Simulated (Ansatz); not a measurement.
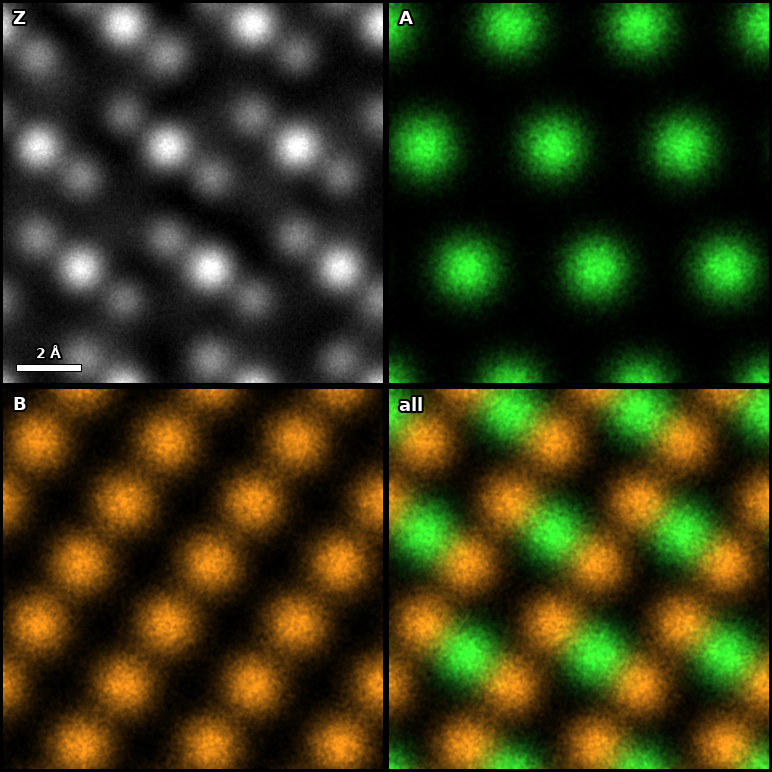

SnGe2 (Fm-3m, No. 225) along [110]. Panel Z: Simulated incoherent Z contrast: every atom adds Z^1.6 spread by a probe of 1.13 Å full width; channelling and multiple scattering are left out. The probe carries 25 % of its weight in a tail 2.5 times as wide. Shot noise and the speckle of an amorphous layer were added. The other panels are simulated element maps (the number of atoms of one element along the beam, blurred by 1.5 Å, with counting noise; each on its own scale, no channelling); the last overlays them. Atomic positions: the geometry relaxed with DFT PBEsol, scalar-relativistic, plane waves, PAW in Ansatz 0.2.0; the starting structure was generated, so it need not be a known form of this composition.

```
CELL_PARAMETERS angstrom
6.67255 0.00000 0.00000
0.00000 6.67255 0.00000
0.00000 0.00000 6.67255
ATOMIC_POSITIONS crystal
Sn 0.00000 0.00000 0.00000
Ge 0.25000 0.25000 0.75000
Ge 0.25000 0.75000 0.75000
Sn 0.00000 0.50000 0.50000
Ge 0.25000 0.75000 0.25000
Ge 0.25000 0.25000 0.25000
Sn 0.50000 0.00000 0.50000
Ge 0.75000 0.25000 0.25000
Ge 0.75000 0.75000 0.25000
Sn 0.50000 0.50000 0.00000
Ge 0.75000 0.75000 0.75000
Ge 0.75000 0.25000 0.75000
```

Question: Which element does each lettered map show?

Answer: A: Sn, B: Ge. The projected cell (4.09 × 4.09 Å, 109°) holds 3 columns: 2 of Ge and 1 of Sn. No column is shared by two of the mapped elements.
